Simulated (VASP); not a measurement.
Band structure of GaAs (zinc blende). These are PBE GGA with D3 dispersion (Becke-Johnson damping), VASP's PBE PAW potentials (set 64) (plane waves; VASP) values and carry that method's errors.

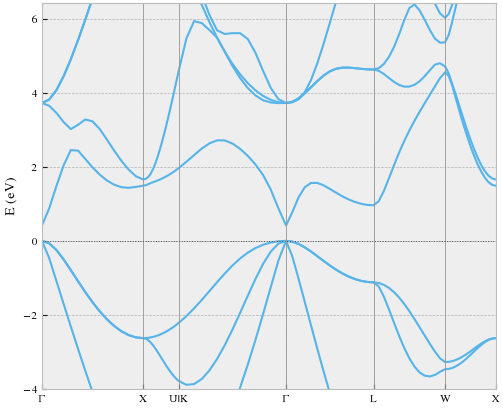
Figure. Bands along high-symmetry lines, zero at the valence-band maximum or, without a gap, the Fermi level

### Question
Read the plot: is there a gap, and where are the band edges?

### Answer
The gap is direct, 0.41 eV, from the valence maximum at Γ to the conduction minimum at Γ. (Edges off the drawn lines would not show.)

Measured: gap 1.57 eV (computed value off by -1.16 eV), as given by Wei Chen et al., Physical Review Materials (2018), doi:10.1103/physrevmaterials.2.073803 [zero-point renormalisation of 0.05 eV added back (the table's ZPR column)].

The compound is GaAs in the zinc blende structure. It was relaxed first.
